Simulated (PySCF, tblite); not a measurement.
# C3H4F4O: dynamics, then NMR shifts on frames

How do NMR shifts of C3H4F4O (`CO[C@@H](F)C(F)(F)F`) change as the atoms move?

The runs use tblite 0.8.0 and PySCF 2.14.0, with density-fitted response routines of our own; the level of theory stands in each step. All values are computed, except where a source is named. Atoms count from 0, in the outputs and in this text.

### Step 1. Starting geometry

12 atoms, charge 0, multiplicity 1; geometry from: GFN2-xTB.

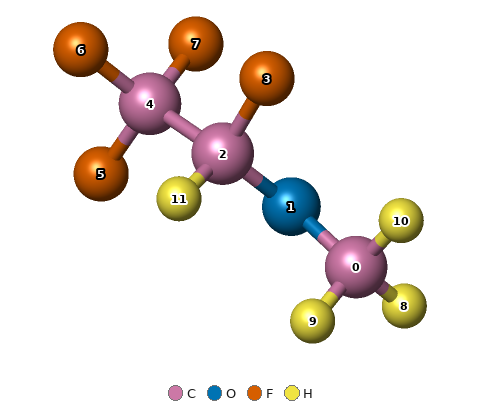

As it starts; carbon pink, oxygen blue, fluorine orange, hydrogen yellow, atoms numbered.

### Step 2. Thermal motion with GFN2-xTB

Job settings and geometry (Å):

```
{"job": {"kind": "md", "xc": "GFN2-xTB", "basis": "xTB", "temperature": 400, "steps": 2000, "every": 50, "frames": 5}, "charge": 0, "multiplicity": 1}
C     -1.900844    -0.285119    -0.085716
O     -0.531114    -0.496255    -0.414896
C      0.342713     0.246664     0.306451
F      0.383992    -0.154778     1.624740
C      1.751534     0.053581    -0.287541
F      1.781235     0.495551    -1.548398
F      2.660491     0.757093     0.393677
F      2.141255    -1.214035    -0.291811
H     -2.463532    -0.919608    -0.764471
H     -2.173619     0.763392    -0.236460
H     -2.099374    -0.575406     0.948088
H      0.108461     1.328235     0.330309
```

With the program's defaults for keys left out, this is: GFN2-xTB Langevin dynamics, gas phase.

The run is started by

```sh
$ OMP_NUM_THREADS=1 python probes_run.py task.json out
```

One launch serves the whole session: the jobs run in the order shown.

The program printed:

```text
t/fs     T/K      E/eV
    0.0   348.7   -855.92049
   25.0   234.2   -855.59513
   50.0   332.7   -855.52001
   75.0   336.8   -855.43921
  100.0   439.9   -855.56200
  125.0   345.8   -855.43975
  150.0   293.6   -855.42432
  175.0   380.1   -855.51016
  200.0   411.3   -855.69610
  225.0   220.2   -855.38853
  250.0   268.2   -855.44854
  275.0   226.9   -855.65761
  300.0   251.3   -855.64179
  325.0   359.3   -855.68668
  350.0   341.3   -855.56480
  375.0   222.1   -855.47115
  400.0   273.7   -855.28037
  425.0   343.0   -855.55693
  450.0   372.2   -855.47269
  475.0   415.5   -855.51221
  500.0   358.7   -855.19748
  525.0   382.1   -855.20529
  550.0   435.8   -855.33750
  575.0   557.1   -855.48770
  600.0   373.8   -855.17886
  625.0   372.8   -855.24245
  650.0   284.4   -855.32048
  675.0   392.8   -855.51888
  700.0   368.7   -855.30726
  725.0   475.1   -855.28141
  750.0   351.2   -855.23424
  775.0   423.4   -855.36498
  800.0   285.8   -855.35171
  825.0   251.8   -855.31443
  850.0   276.9   -855.26382
  875.0   513.8   -855.44582
  900.0   393.1   -855.54999
  925.0   326.6   -855.51014
  950.0   365.4   -855.59257
  975.0   324.9   -855.41515
 1000.0   380.0   -855.43048
```

It took 8.8 s on 1 thread of AMD EPYC 7R13, shared host; peak memory 0.19 GiB.

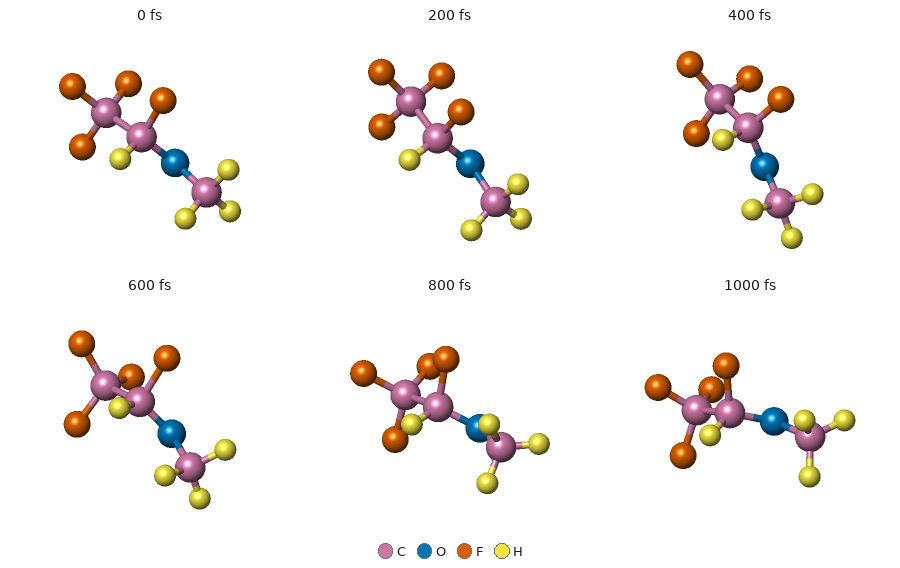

Frames of the run.

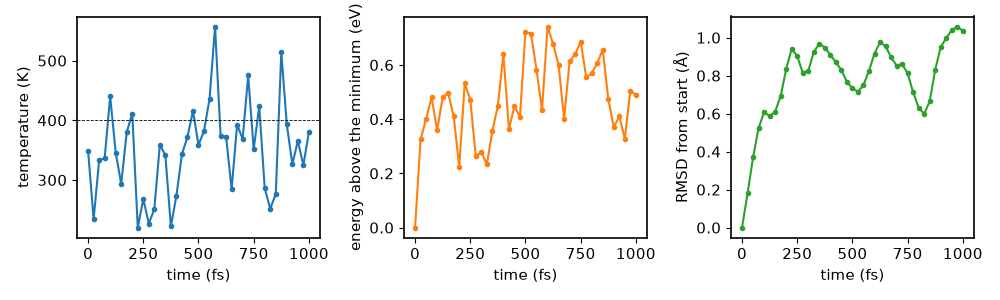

Temperature, potential energy and distance from the start.

Positions (Å) and forces (eV/Å) at 1000 fs:

```xyz
12

C    -2.525   -1.078    1.264    0.410   -1.004   -0.092
O    -1.272   -1.148    0.527   -2.125   -0.854    0.214
C    -0.421   -0.186    0.643    1.854    1.255    0.712
F     0.315   -0.283    1.890   -0.326   -0.224   -0.749
C     0.645   -0.341   -0.504   -1.176    0.682    0.255
F     0.166    0.257   -1.609   -0.264    0.071   -0.202
F     1.653    0.361   -0.105    1.986    1.054    0.240
F     1.093   -1.512   -0.896   -0.326   -0.596    0.376
H    -2.425   -0.596    2.223    0.350    0.303    0.322
H    -2.729   -2.157    1.474   -0.367    0.919   -0.433
H    -3.282   -0.535    0.685    0.125   -0.471   -0.028
H    -0.713    0.919    0.733   -0.139   -1.134   -0.615
```

### Step 3. Nuclear shieldings: 250 fs, PBE0/pcSseg-1

Job settings and geometry (Å):

```
{"job": {"kind": "nmr", "xc": "PBE0", "basis": "pcSseg-1", "pop": false}, "charge": 0, "multiplicity": 1}
C     -2.258800     0.272700    -0.511500
O     -0.950600    -0.246300    -0.424100
C     -0.115700     0.421700     0.412700
F     -0.367500     0.192100     1.826000
C      1.292800     0.066500     0.130200
F      1.628000     0.408800    -1.114300
F      2.207700     0.650600     0.959400
F      1.431800    -1.296900     0.210200
H     -2.378700     1.326800    -0.714600
H     -2.737900    -0.136900     0.394100
H     -2.714700    -0.242700    -1.382600
H     -0.130900     1.584700     0.231400
```

Method: GIAO PBE0/pcSseg-1 NMR shielding, non-relativistic, gas phase.

The program printed:

```text
coarse grid: 11168 points
cycle   1  E = -590.3665469159  dE =  1.165e+00  |g| = 1.109e+00  |ddm| = 2.887e+00
cycle   2  E = -590.0651052436  dE =  3.014e-01  |g| = 1.805e+00  |ddm| = 1.457e+00
cycle   3  E = -590.5742433745  dE = -5.091e-01  |g| = 6.379e-02  |ddm| = 9.221e-01
cycle   4  E = -590.5744787225  dE = -2.353e-04  |g| = 5.388e-02  |ddm| = 6.623e-02
cycle   5  E = -590.5749188241  dE = -4.401e-04  |g| = 1.224e-02  |ddm| = 3.573e-02
cycle   6  E = -590.5749410602  dE = -2.224e-05  |g| = 2.990e-03  |ddm| = 7.809e-03
cycle   7  E = -590.5749425445  dE = -1.484e-06  |g| = 6.908e-04  |ddm| = 2.046e-03
final grid: 112736 points
cycle   8  E = -590.6593120592  dE = -4.941e-05  |g| = 1.090e-02  |ddm| = 2.144e-02
cycle   9  E = -590.6592911162  dE =  2.094e-05  |g| = 1.585e-02  |ddm| = 1.339e-02
cycle  10  E = -590.6593329230  dE = -4.181e-05  |g| = 9.305e-04  |ddm| = 7.942e-03
cycle  11  E = -590.6593330960  dE = -1.730e-07  |g| = 3.129e-04  |ddm| = 8.643e-04
cycle  12  E = -590.6593331149  dE = -1.886e-08  |g| = 1.068e-04  |ddm| = 2.476e-04
cycle  13  E = -590.6593331163  dE = -1.451e-09  |g| = 3.291e-05  |ddm| = 6.820e-05
cycle  14  E = -590.6593331165  dE = -1.742e-10  |g| = 6.646e-06  |ddm| = 2.500e-05
converged SCF energy = -590.6593331165

GIAO shielding tensors (ppm)
atom      isotropic    diamagn.    paramagn.     s11        s22        s33       span
  0 C      126.140     242.785    -116.645     86.365    107.771    184.285     97.920
  1 O      252.897     398.124    -145.227    164.759    287.375    306.558    141.799
  2 C       67.874     242.797    -174.923     39.958     74.581     89.083     49.125
  3 F      311.872     473.353    -161.480    195.804    331.652    408.161    212.358
  4 C       53.340     241.690    -188.350     44.515     54.637     60.869     16.354
  5 F      257.515     473.026    -215.511    180.181    260.856    331.510    151.329
  6 F      250.316     470.705    -220.389    160.671    238.096    352.180    191.509
  7 F      257.783     474.227    -216.444    158.620    261.245    353.483    194.863
  8 H       28.210      28.128       0.082     25.108     25.723     33.800      8.692
  9 H       26.759      27.068      -0.308     21.730     25.014     33.535     11.804
 10 H       27.167      27.230      -0.062     23.181     25.222     33.098      9.917
 11 H       25.106      27.639      -2.533     23.911     23.997     27.409      3.498
```

Run time: 13 s. Hardware: 1 thread of AMD EPYC 7R13, shared host; peak memory 0.72 GiB.

The references, computed at this level on geometries of the same kind, shield at (ppm): 1H TMS 31.72, 13C TMS 186.9, 19F CFCl3 170.9, 17O H2O 336.1. Their shielding less the atom's gives the shift. The references are single molecules in the gas phase, so shifts against H2O, NH3, PH3, H3PO4 or CFCl3 are not on the usual liquid scales and can be off by tens of ppm. Each atom is listed at this fixed geometry, with no averaging over motion; a spectrum would average atoms that exchange fast.

| atoms | environment | σ (ppm) | δ (ppm) |
| --- | --- | --- | --- |
| C4 | CF3 carbon | 53.3 | 133.6 |
| C2 | sp3 CH bonded to F and O | 67.9 | 119.1 |
| C0 | methyl carbon bonded to O | 126.1 | 60.8 |
| H11 | hydrogen on an sp3 CH bonded to F and O | 25.11 | 6.61 |
| H9 | hydrogen on a methyl carbon bonded to O | 26.76 | 4.96 |
| H10 | hydrogen on a methyl carbon bonded to O | 27.17 | 4.55 |
| H8 | hydrogen on a methyl carbon bonded to O | 28.21 | 3.51 |
| O1 | ether oxygen | 252.9 | 83.2 |
| F6 | fluorine of a CF3 group | 250.3 | -79.4 |
| F5 | fluorine of a CF3 group | 257.5 | -86.6 |
| F7 | fluorine of a CF3 group | 257.8 | -86.8 |
| F3 | fluorine on an sp3 carbon | 311.9 | -140.9 |

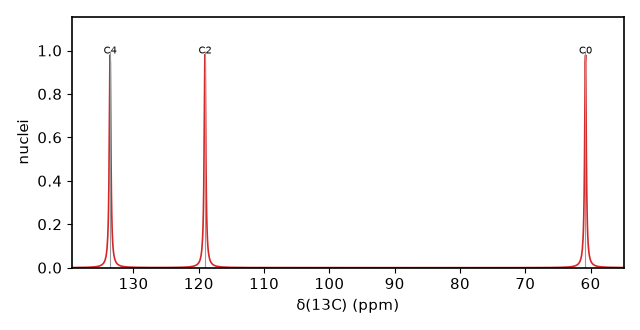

13C lines at the computed shifts, without couplings. Lines are broadened to a width of 0.29 ppm (Lorentzian).

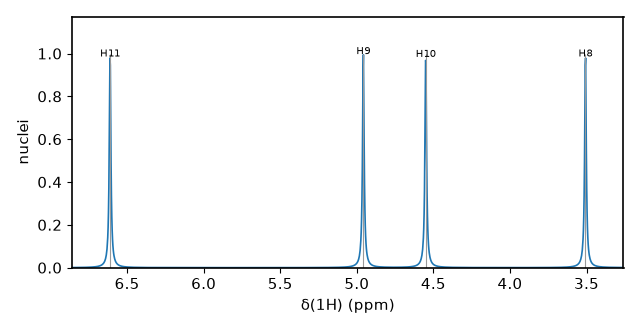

1H lines at the computed shifts, without couplings. Lines are broadened to a width of 0.01 ppm (Lorentzian).

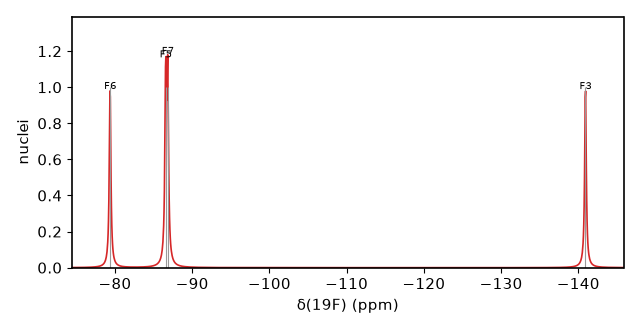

19F lines at the computed shifts, without couplings. Lines are broadened to a width of 0.25 ppm (Lorentzian).

### Step 4. NMR shieldings: 425 fs, PBE0/pcSseg-1

Job settings and geometry (Å):

```
{"job": {"kind": "nmr", "xc": "PBE0", "basis": "pcSseg-1", "pop": false}, "charge": 0, "multiplicity": 1}
C     -2.471500     0.460900     0.078600
O     -1.210600    -0.084900    -0.219200
C     -0.308300     0.213500     0.717100
F     -0.600400    -0.500000     1.835500
C      1.029300    -0.273100     0.080900
F      1.067400     0.367200    -1.106100
F      2.140300     0.080400     0.664900
F      1.069100    -1.563900    -0.020500
H     -2.445000     1.528500     0.257200
H     -2.941600     0.126600     1.022200
H     -3.167800     0.283100    -0.704300
H     -0.253900     1.264900     0.936500
```

Level: GIAO PBE0/pcSseg-1 NMR shielding, non-relativistic, gas phase.

The program printed:

```text
coarse grid: 11168 points
cycle   1  E = -590.3990520746  dE =  1.488e+00  |g| = 1.058e+00  |ddm| = 2.940e+00
cycle   2  E = -590.2094130351  dE =  1.896e-01  |g| = 1.561e+00  |ddm| = 1.288e+00
cycle   3  E = -590.5805835932  dE = -3.712e-01  |g| = 4.828e-02  |ddm| = 7.855e-01
cycle   4  E = -590.5808905577  dE = -3.070e-04  |g| = 2.266e-02  |ddm| = 3.875e-02
cycle   5  E = -590.5809591936  dE = -6.864e-05  |g| = 9.824e-03  |ddm| = 1.678e-02
cycle   6  E = -590.5809734224  dE = -1.423e-05  |g| = 1.626e-03  |ddm| = 5.414e-03
cycle   7  E = -590.5809738350  dE = -4.126e-07  |g| = 4.280e-04  |ddm| = 1.231e-03
final grid: 112736 points
cycle   8  E = -590.6626628593  dE = -4.523e-05  |g| = 9.756e-03  |ddm| = 2.103e-02
cycle   9  E = -590.6626509150  dE =  1.194e-05  |g| = 1.312e-02  |ddm| = 1.151e-02
cycle  10  E = -590.6626797611  dE = -2.885e-05  |g| = 8.860e-04  |ddm| = 6.628e-03
cycle  11  E = -590.6626799172  dE = -1.561e-07  |g| = 2.427e-04  |ddm| = 8.385e-04
cycle  12  E = -590.6626799269  dE = -9.703e-09  |g| = 1.049e-04  |ddm| = 2.057e-04
cycle  13  E = -590.6626799284  dE = -1.459e-09  |g| = 2.132e-05  |ddm| = 6.194e-05
cycle  14  E = -590.6626799285  dE = -7.390e-11  |g| = 5.013e-06  |ddm| = 1.687e-05
converged SCF energy = -590.6626799285

GIAO shielding tensors (ppm)
atom      isotropic    diamagn.    paramagn.     s11        s22        s33       span
  0 C      133.296     239.077    -105.780     95.741    111.413    192.735     96.994
  1 O      273.928     396.663    -122.735    192.360    306.524    322.900    130.540
  2 C       78.911     243.356    -164.445     58.481     83.656     94.596     36.115
  3 F      349.327     472.261    -122.935    264.312    387.680    395.988    131.676
  4 C       62.022     239.807    -177.785     54.240     61.991     69.835     15.595
  5 F      256.129     475.432    -219.303    172.857    248.119    347.411    174.553
  6 F      277.645     470.316    -192.670    209.222    277.885    345.829    136.607
  7 F      287.905     471.721    -183.816    223.113    299.120    341.483    118.371
  8 H       28.989      28.083       0.906     24.824     26.571     35.572     10.748
  9 H       27.734      26.770       0.965     23.325     25.620     34.257     10.932
 10 H       28.463      27.569       0.894     24.464     25.536     35.388     10.924
 11 H       27.120      30.246      -3.126     25.199     26.382     29.779      4.579
```

It took 12 s on 1 thread of AMD EPYC 7R13, shared host; peak memory 0.74 GiB.

Key values: δ C4 124.9, C2 108.0, C0 53.6, O1 62.2, H11 4.60, H9 3.98 ppm.

[end of part 1 of 2]
